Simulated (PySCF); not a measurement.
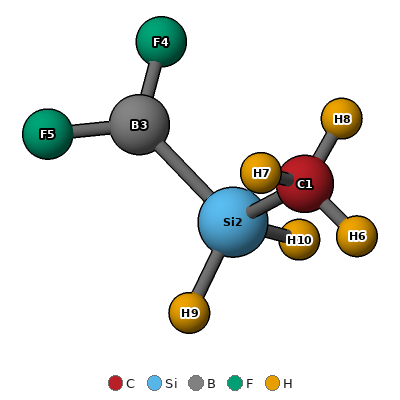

Geometry used (CH₅BF₂Si, SMILES C[SiH2]B(F)F).

GIAO shifts, PBE0/pcSseg-1, PySCF 2.14.0, at a GFN2-xTB geometry (no frequency check), against TMS for ¹H computed at the same level. Gas phase, fully decoupled, line heights follow the number of nuclei, widths are arbitrary (no quadrupolar broadening); values of one conformer, averaged over nuclei that symmetry or rotation about single bonds exchange, these motions taken as fast; other conformers aren't averaged in.

**Predict the ¹H spectrum.**

2 signals.


```tsv
δ (ppm)	nuclei	atoms
3.78	2	H9, H10
0.23	3	H6, H7, H8
```

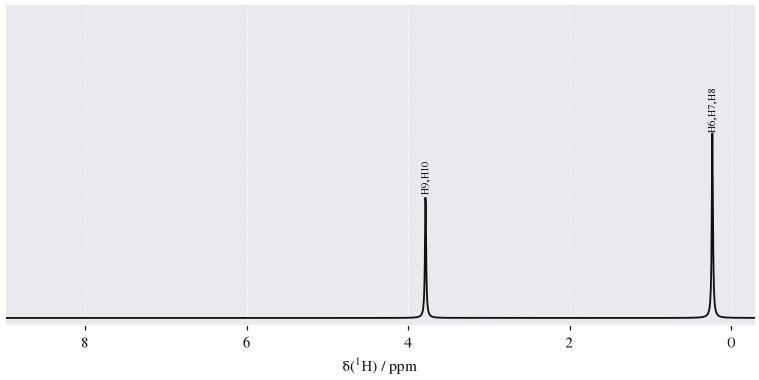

Caveats: the tight-binding geometry is rougher than a DFT one and adds to the error.
